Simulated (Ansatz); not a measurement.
## Ligand exchange: CH2Cl2 + GeH2(CH3)I → CHCl2I + GeH3(CH3)

Species: CH2Cl2 (dichloromethane) `ClCCl`, singlet; GeH2(CH3)I, singlet; CHCl2I (dichloroiodomethane) `ClC(Cl)I`, singlet; GeH3(CH3) (methyl germane), singlet. The partners trade H for I: C–H and Ge–I bonds give way to C–I and Ge–H.

Shapes, held fixed at every level: PBE0-D4/def2-TZVP. Programs: Ansatz 0.2.0. The zero-point and thermal change to 298 K, harmonic and unscaled (PBE0-D4/def2-TZVP), is -10.7 kJ/mol.

| level | kind | ΔH(298 K) (kJ/mol) | less CCSD(T)/def2-TZVPP |
| --- | --- | --- | --- |
| HF/def2-SVP | Hartree–Fock | +185.1 | +37.7 |
| wB97M-V/def2-TZVPP | range-separated hybrid | +152.0 | +4.6 |
| B2PLYP/def2-TZVPP | double hybrid | +151.1 | +3.7 |
| MP2/def2-SVP | perturbation theory | +152.2 | +4.8 |
| CCSD/def2-SVP | coupled cluster or CI | +155.8 | +8.4 |
| CCSD/def2-TZVPP | coupled cluster or CI | +153.1 | +5.7 |
| CCSD(T)/def2-TZVPP | coupled cluster or CI | +147.4 | 0.0 |

The highest level, CCSD(T)/def2-TZVPP, gives ΔH(298 K) = +147.4 kJ/mol; the levels span +147.4 to +185.1. The column of differences is taken from that level and isn't an error. No measured value is set beside it here. For atoms past krypton def2 sets carry core potentials with scalar relativity. Relativity is left out for Ge. Outer-core shells of Ge, I are correlated, in sets that cover them unevenly. CCSD(T)/def2-TZVPP lies outside the range of all other levels here, so it shouldn't be taken on trust.

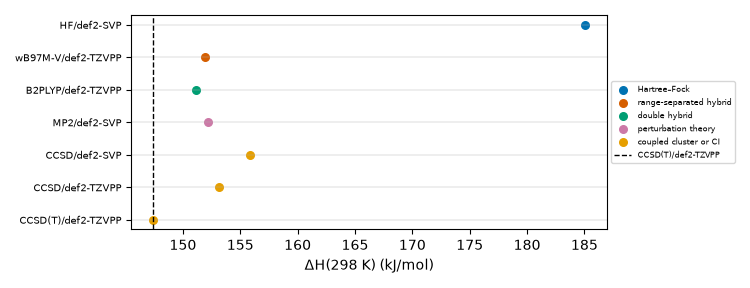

The values of the table, level by level.
